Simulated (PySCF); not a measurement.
# BLYP/def2-TZVPP run of MgH2 (SMILES [H][Mg][H])

What is the vertical ionisation energy of MgH2 at BLYP/def2-TZVPP? Input form: a Python script.

Program for the calculation: PySCF 2.14.0.

**1. Starting point**

MgH2 has 3 atoms, charge 0, and is taken as a singlet. SMILES: `[H][Mg][H]`. The shape comes from GFN2-xTB, which is rough for such elements, and wasn't checked as a minimum.

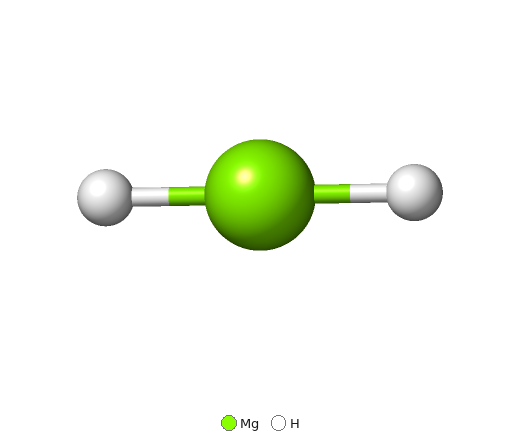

The structure, seen from a chosen angle (magnesium green, hydrogen white).

**2. A single-point energy at BLYP/def2-TZVPP**

input.py reads:

```python
from pyscf import gto, dft

mol = gto.Mole()
mol.atom = '''
Mg       0.000850       0.000480       0.000960
H       -0.017730      -0.021700       1.630720
H        0.016880       0.021220      -1.631680
'''
mol.basis = 'def2-tzvpp'
mol.verbose = 3
mol.max_memory = 1860
mol.build()

calc0 = dft.RKS(mol, xc='blyp')
calc0.conv_tol = 1e-10
calc0.grids.level = 4
calc0.kernel()
if not calc0.converged:
    calc0 = calc0.newton().run(calc0.mo_coeff, calc0.mo_occ)

etot = calc0.e_tot
print('E = %.10f Eh' % etot)
```

Launch:

```sh
OMP_NUM_THREADS=1 python input.py
```

Log:

```text
converged SCF energy = -201.23580503737
E = -201.2358050374 Eh
```

Wall time 2.2 s (1 thread of Arm Neoverse V1, shared host); peak memory 0.26 GiB.

**3. The doublet cation, same level**

run.py reads:

```python
from pyscf import gto, dft

system = gto.Mole()
system.atom = '''
Mg     0.001606     0.000907     0.001814
H     -0.033505    -0.041007     3.081614
H      0.031899     0.040100    -3.083428
'''
system.basis = 'def2-tzvpp'
system.verbose = 4
system.max_memory = 1860
system.charge = 1
system.spin = 1
system.unit = 'bohr'
system.build()

mf = dft.UKS(system, xc='blyp')
mf.grids.level = 4
mf.conv_tol = 1e-10
mf.kernel()
if not mf.converged:
    mf = mf.newton().run(mf.mo_coeff, mf.mo_occ)

e_tot = mf.e_tot
print('Final energy', e_tot)
```

Launch:

```sh
OMP_NUM_THREADS=1 python run.py
```

Log:

```text
PySCF version 2.14.0

[INPUT] num. atoms = 3
[INPUT] num. electrons = 13
[INPUT] charge = 1
[INPUT] spin (= nelec alpha-beta = 2S) = 1
[INPUT] symmetry False subgroup None
[INPUT] Mole.unit = bohr
[INPUT] Symbol           X                Y                Z      unit          X                Y                Z       unit  Magmom
[INPUT]  1 Mg     0.000849858601   0.000479963730   0.000959927461 AA    0.001606000000   0.000907000000   0.001814000000 Bohr   0.0
[INPUT]  2 H     -0.017730082452  -0.021699969888   1.630719901652 AA   -0.033505000000  -0.041007000000   3.081614000000 Bohr   0.0
[INPUT]  3 H      0.016880223851   0.021220006158  -1.631679829113 AA    0.031899000000   0.040100000000  -3.083428000000 Bohr   0.0

nuclear repulsion = 7.94690772763158
number of shells = 24
number of NR pGTOs = 85
number of NR cGTOs = 60
basis = def2-tzvpp
ecp = {}

[... 36 lines left out ...]
WARN: HOMO -0.285352443026736 >= LUMO -0.285352443026747
[... 38 lines left out ...]
converged SCF energy = -200.889413691226  <S^2> = 0.76630852  2S+1 = 2.0162426
Final energy -200.88941369122568
```

It took 3.6 s on 1 thread of Arm Neoverse V1, shared host; peak memory 0.27 GiB.

**4. Outcome**

At BLYP/def2-TZVPP:

| quantity | value |
| --- | --- |
| singlet MgH2: total energy | -201.23581 Eh |
| singlet MgH2: dipole moment | 0.01 D |
| singlet MgH2: HOMO energy | -6.00 eV |
| singlet MgH2: LUMO energy | -1.07 eV |
| singlet MgH2: HOMO–LUMO gap | 4.93 eV |
| doublet cation: total energy | -200.88941 Eh |
| doublet cation: HOMO energy (highest over α and β) | -14.29 eV |
| doublet cation: LUMO energy (lowest over α and β) | -12.91 eV |
| doublet cation: ⟨S²⟩ | 0.766 |
| vertical ionisation energy (to the doublet cation) | 9.426 eV |

**Reading.** Removing an electron at fixed nuclei costs 9.43 eV (217 kcal/mol). The negative HOMO energy of the first species, 6.00 eV, lies 3.43 eV below that difference. Mulliken charges (doublet cation) run from +0.15 on H2 to +0.69 on Mg1.
